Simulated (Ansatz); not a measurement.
# What a change does: single-point calculation on CH$_{6}$NSi

System: CH$_{6}$NSi, charge −1.
Method of run 1: RKS PBE-D4/def2-TZVPPD (Ansatz 0.2.0).

The geometry comes from this level: PBE0-D4/def2-TZVPD. Text and figures count atoms from 1; the logs count them from 0 in places.

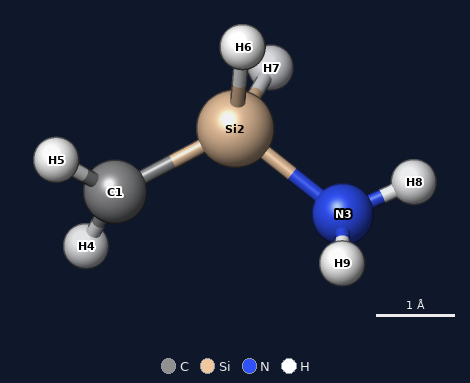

Fig. 1: The input geometry (ball-and-stick view, seen on its broad side; atoms are numbered from 1 in the order of the input). Bond lengths as drawn: C–H 1.09 Å, C–Si 1.76 Å, H–N 1.01 Å, H–Si 1.52 to 1.54 Å and N–Si 1.77 Å.

## Input, run 1
```yaml
crystal:
  periodic: [false, false, false]
  atoms:
    - {symbol: C, position_ang: [-1.049639, 0.645517, -0.970075]}
    - {symbol: Si, position_ang: [0.436299, 0.214518, -0.133581]}
    - {symbol: N, position_ang: [0.254343, -1.154681, 0.980006]}
    - {symbol: H, position_ang: [-1.560109, -0.016935, -1.667635]}
    - {symbol: H, position_ang: [-1.325995, 1.694562, -1.057168]}
    - {symbol: H, position_ang: [0.969126, 1.447412, 0.582256]}
    - {symbol: H, position_ang: [1.699343, -0.311417, -0.829993]}
    - {symbol: H, position_ang: [1.088467, -1.466458, 1.463270]}
    - {symbol: H, position_ang: [-0.511825, -1.052516, 1.632908]}
basis:
  gaussian: {orbitals: "def2-TZVPPD.json"}
total_charge: -1
hamiltonian: {xc: pbe, dispersion: d4}
```

Command:
```bash
ansatz run in.yaml --threads 2 --pin off --events-out ev --progress --plain --max-ram 4352MiB
```

Hardware: 2 threads of AMD EPYC, 11 GiB of memory available, shared host.

## Output (run 1)
```
Functional definition: PBE
  parameter kappa = 0.804
  parameter beta = 0.06672455060314922
  exchange = pbe_x(kappa = kappa, mu = beta*pi^2/3)
  correlation = pbe_c(beta = beta)
1012 factors; their error is unknown
mean field evaluation 1: about -10485.9097 eV, gradient 6.7e1 eV
mean field evaluation 2: about -10431.4277 eV, gradient 1.3e2 eV
mean field evaluation 4: about -10496.0101 eV, gradient 1.4e1 eV
mean field evaluation 8: about -10496.4019 eV, gradient 1.1e-1 eV
mean field evaluation 16: about -10496.3767 eV, gradient 2.3e-4 eV
mean field -10496.37669761 eV, -385.7347289377 hartree, gradient 6.0e-5 eV, S^2 0.000000; 0 other end points of the search recorded, 0 dependent functions left out
reference -10496.37674697 eV, -385.7347307516 hartree; 17, 17 occupied and 207, 207 virtual orbitals, 1012 factors
Total energy: -10496.55792664 eV, -385.7413889813 hartree
```

For run 2 the input was changed thus:
```diff
-    - {symbol: C, position_ang: [-1.049639, 0.645517, -0.970075]}
-    - {symbol: Si, position_ang: [0.436299, 0.214518, -0.133581]}
-    - {symbol: N, position_ang: [0.254343, -1.154681, 0.980006]}
-    - {symbol: H, position_ang: [-1.560109, -0.016935, -1.667635]}
-    - {symbol: H, position_ang: [-1.325995, 1.694562, -1.057168]}
-    - {symbol: H, position_ang: [0.969126, 1.447412, 0.582256]}
-    - {symbol: H, position_ang: [1.699343, -0.311417, -0.829993]}
-    - {symbol: H, position_ang: [1.088467, -1.466458, 1.463270]}
-    - {symbol: H, position_ang: [-0.511825, -1.052516, 1.632908]}
+    - {symbol: C, position_ang: [-1.076215, 0.581214, -0.849799]}
+    - {symbol: Si, position_ang: [0.406447, 0.572504, 0.413304]}
+    - {symbol: N, position_ang: [0.083543, -1.050195, 1.180929]}
+    - {symbol: H, position_ang: [-1.187348, -0.372863, -1.386068]}
+    - {symbol: H, position_ang: [-0.927794, 1.370844, -1.597751]}
+    - {symbol: H, position_ang: [-2.021466, 0.785596, -0.333908]}
+    - {symbol: H, position_ang: [1.473735, 0.192655, -0.663044]}
+    - {symbol: H, position_ang: [0.247084, -1.868224, 0.602481]}
+    - {symbol: H, position_ang: [0.583841, -1.181049, 2.048967]}
```

What does this change do to the results?

With the same method and basis, run 2 lies 6.7 kcal/mol lower.

## Output (run 2)
```
Functional definition: PBE
  parameter kappa = 0.804
  parameter beta = 0.06672455060314922
  exchange = pbe_x(kappa = kappa, mu = beta*pi^2/3)
  correlation = pbe_c(beta = beta)
1012 factors; their error is unknown
mean field evaluation 1: about -10489.0422 eV, gradient 5.8e1 eV
mean field evaluation 2: about -10459.3040 eV, gradient 1.2e2 eV
mean field evaluation 4: about -10496.4401 eV, gradient 1.0e1 eV
mean field evaluation 8: about -10496.6887 eV, gradient 2.3e-1 eV
mean field evaluation 16: about -10496.6607 eV, gradient 4.1e-4 eV
mean field -10496.66070813 eV, -385.7451661316 hartree, gradient 4.1e-5 eV, S^2 0.000000; 0 other end points of the search recorded, 0 dependent functions left out
reference -10496.66076230 eV, -385.7451681225 hartree; 17, 17 occupied and 207, 207 virtual orbitals, 1012 factors
Total energy: -10496.84972107 eV, -385.7521122291 hartree
```

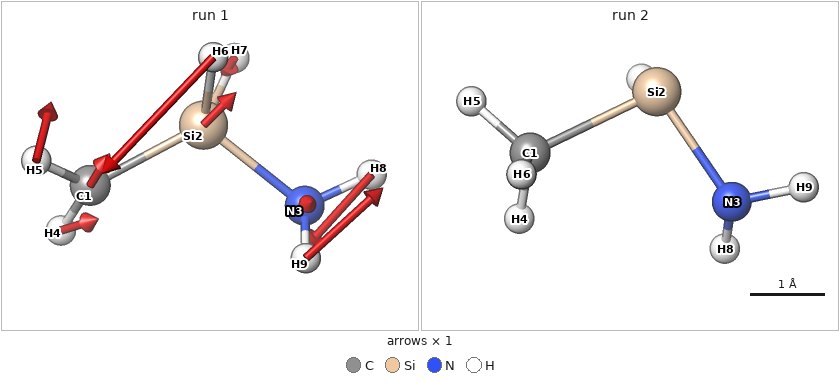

Fig. 2: The two input geometries at one scale (ball-and-stick view, seen at a tilt). The red arrows on the first give the shifts of the atoms after the best rigid fit, at true length. The atom that moves furthest after the best rigid fit is H6 (2.23 Å). By element the largest moves are H 2.23 Å, Si 0.66 Å, C 0.61 Å, N 0.32 Å. Among the contacts that change: C1–H6 2.670 → 1.096 Å, Si2–H6 1.522 → 2.549 Å, C1–Si2 1.759 → 1.948 Å, Si2–N3 1.774 → 1.824 Å.

## The two runs side by side

| quantity | run 1 | run 2 |
| --- | --- | --- |
| outcome | converged | converged |
| total energy (hartree) | −385.741389 | −385.752112 |
| basis functions | 224 | 224 |
| wall time (shared host) | 2.7 s | 2.9 s |
